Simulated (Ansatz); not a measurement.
# Cl₂GaH···HCl: what the fields show

```yaml
atoms:
  - { symbol: Ga, position_ang: [-0.7240, 0.4753, -0.0411] }
  - { symbol: Cl, position_ang: [0.8324, -1.7744, 0.2425] }
  - { symbol: Cl, position_ang: [-1.0939, 0.3842, -2.1475] }
  - { symbol: Cl, position_ang: [1.0491, 1.6188, 0.4788] }
  - { symbol: H, position_ang: [1.7320, -0.8610, 0.4449] }
  - { symbol: H, position_ang: [-1.7955, 0.1572, 1.0224] }
```

The calculation used RKS CAM-B3LYP-D4/def2-SVP in Ansatz.

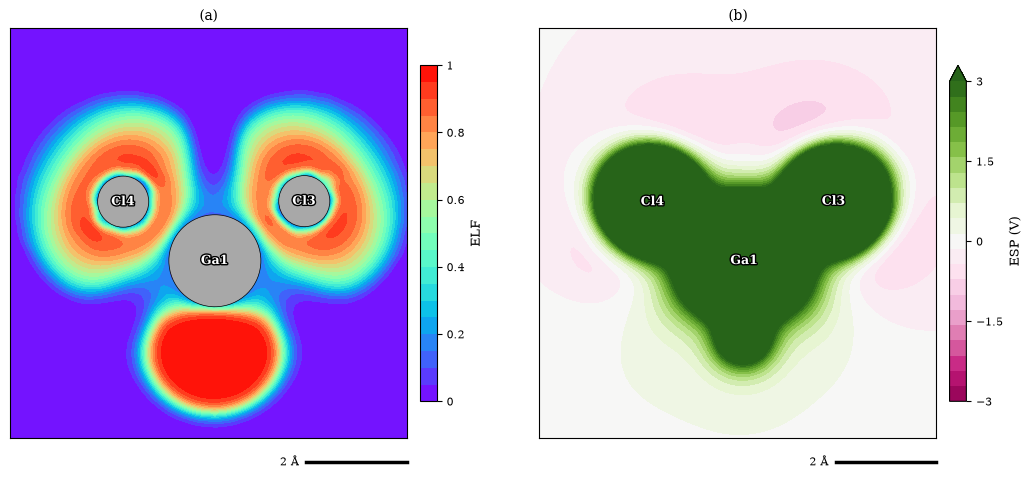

Figure 1. (a) electron localisation function; (b) electrostatic potential on the plane of atoms Cl3, Ga1 and Cl4. Grey discs cover the atomic cores in the ELF map.

### What does the map show?

The section cuts through Ga and Cl sites.
Ga–Cl (2.14 Å): the ELF peaks at about 0.85 in the valence shell of Cl, 0.8 Å from its nucleus, and is about 0.55 at the midpoint.
The ELF also peaks beside Cl4 and Cl3, away from the bonds: lone-pair regions.
Outside the dense part of the complex the potential is most negative (−0.8 V) near Cl3.

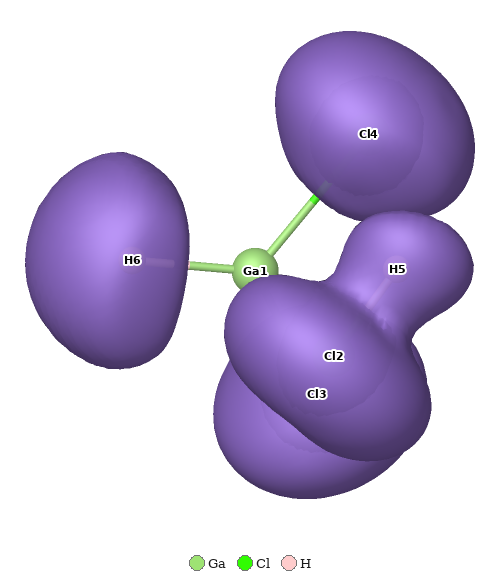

Figure 2. Isosurface of the ELF at 0.75 (purple), seen at an oblique angle. Core shells and regions of very low density are left out.

### Describe the localisation domains.

At this value the surface marks out one region around a hydrogen nucleus, two regions wrapped around Cl (the valence shell of each) and one joined region spread over several atoms (Cl, H), in which their bonds and any lone pairs are merged. Along the contacts the grid gives the following. Ga1···Cl2 (2.75 Å): the ELF peaks at about 0.90 in the valence shell of Cl, 0.9 Å from its nucleus, and is about 0.30 at the midpoint.

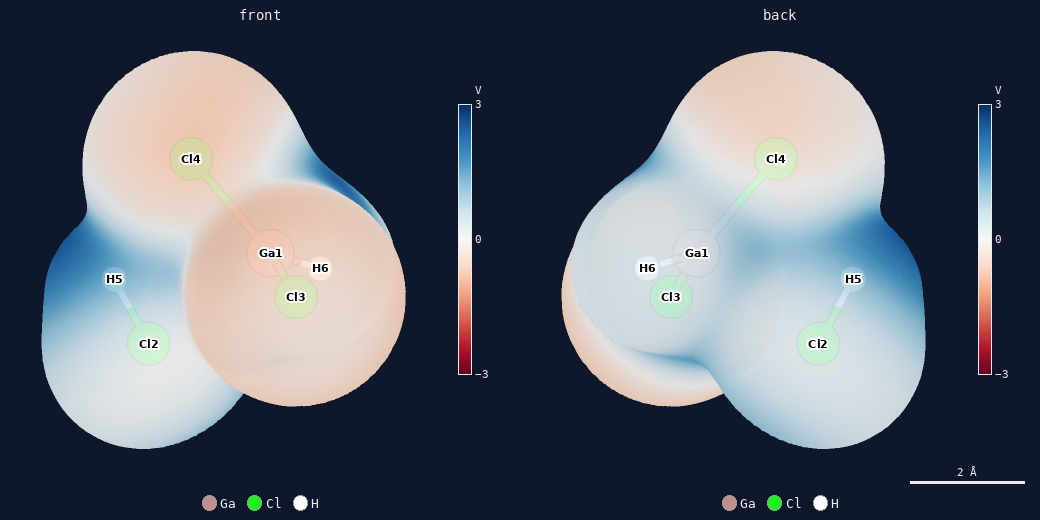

Figure 3. The electrostatic potential painted on the density surface at 0.002 e/bohr³, seen from the front and from behind; red is negative and blue positive.

### Describe the electrostatic potential map.

The most negative region (about −0.8 V) lies over Cl3, the most positive (about +2.5 V) over Ga1 and H5. Cl2 shows a σ-hole: about +1.1 V at the tip opposite its bond, against about +0.3 V on its flanks.

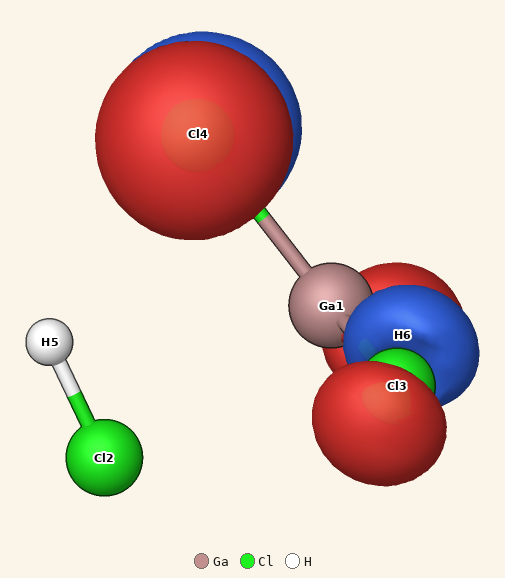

Figure 4. The HOMO−1 at ±0.15 Å⁻³ᐟ² (blue and red are the two phases), seen at a tilt.

### Describe this orbital and give its energy.

Its weight (Hirshfeld) is mainly on Cl4 (about 65 %), Cl3 (about 15 %), Ga1 (about 10 %) and H6 (about 10 %). Its energy is −10.13 eV.
